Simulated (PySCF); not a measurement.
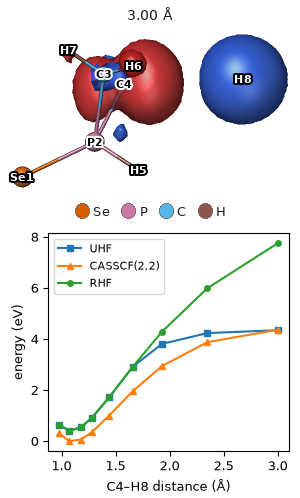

Figure. C₂H₅PSe, SMILES `[Se]=[PH]1CC1`. Rigid stretch of the C4–H8 bond. Broken-symmetry UHF spin density at ±0.03 e/Å³ (blue: α, red: β). Below: energies along the scan, from the lowest point of the three curves.

Computed with PySCF, cc-pVDZ basis, geometry: GFN2-xTB. No frequency check shows the geometry to be a minimum. GFN2-xTB bond lengths at metals and heavier atoms can be off by up to 0.1 Å and shapes distorted, which carries into these values.

Geometry (Å), atoms numbered from 1:

```
Se1     -1.3233    0.0009   -0.1057
P2       0.6601   -0.0045    0.5323
C3       2.0591    0.7704   -0.3367
C4       2.0591   -0.7644   -0.3499
H5       1.0397   -0.0180    1.8704
H6       2.8417    1.2601    0.2257
H7       1.8298    1.2581   -1.2759
H8       2.8417   -1.2637    0.2040
H9       1.8298   -1.2359   -1.2974
```

Question: How does the broken-symmetry solution share the spin, and how far is it from a pure singlet?

Answer: At 3.00 Å excess α spin lies mostly on H8 and excess β on C4; the two could be swapped at no cost. ⟨S²⟩ is 0.99 at 3.00 Å, against 0 for a pure singlet and 1 for an equal mix of singlet and triplet.

Question: Where does the UHF solution part from RHF?

Answer: Between 1.44 Å (⟨S²⟩ = 0, the two coincide) and 1.66 Å (⟨S²⟩ = 0.04); at 3.00 Å ⟨S²⟩ is 0.99 and UHF lies 3.4 eV below RHF.

Question: How much energy does the stretch cost?

Answer: By CASSCF, 4.4 eV from the lowest point of the scan (1.07 Å) to 3.00 Å; RHF gives 7.3 eV from its own lowest point. The fragments aren't relaxed and dynamic correlation is missing, so this isn't a bond dissociation energy.

Run time: 7.8 min on 1 thread of Arm Neoverse V2, with other jobs on the host, peak memory 0.36 GiB.
